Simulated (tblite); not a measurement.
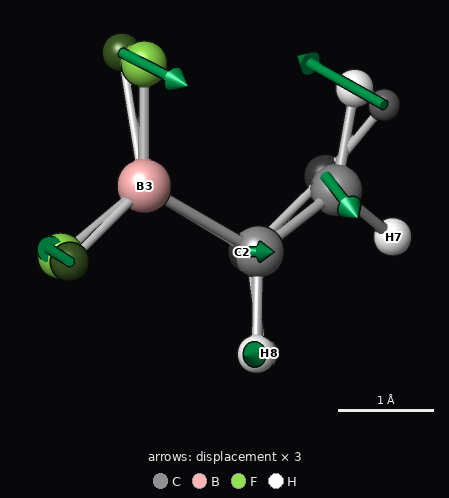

This is a relaxation of C2H3BF2 (charge +1, multiplicity 2). The starting structure is drawn faded, the final one solid; green arrows show the displacements, 3 times their true length. The two geometries are superimposed by the best rigid fit.

The picture is a ball-and-stick view, seen from a free direction.

Method: GFN2-xTB geometry optimisation, gas phase (tblite 0.8.0). 

Question: Atoms of which element are displaced furthest, and by how much?

Answer: Hydrogen: up to 0.48 Å, against 0.35 Å for fluorine.

Question: Describe the change and its energy.

Answer: The atom that moves furthest after the best rigid fit is an H atom (0.48 Å). By element the largest moves are H 0.48 Å, F 0.35 Å, C 0.29 Å, B 0.03 Å. Near-neighbour distances that change, for instance: C–C 1.476 → 1.301 Å, B–F 1.444 → 1.287 Å, B–F 1.427 → 1.281 Å, B–C 1.575 → 1.636 Å. Among the angles between lasting bonds that change: C–C–H 110.4° → 126.6°, C–C–H 110.4° → 123.1°, B–C–H 118.1° → 108.6°. The energy falls by 2.028 eV in 60 geometry steps. The run took 0.09 s on 1 thread of AMD EPYC 9R45 96-Core Processor (shared host).
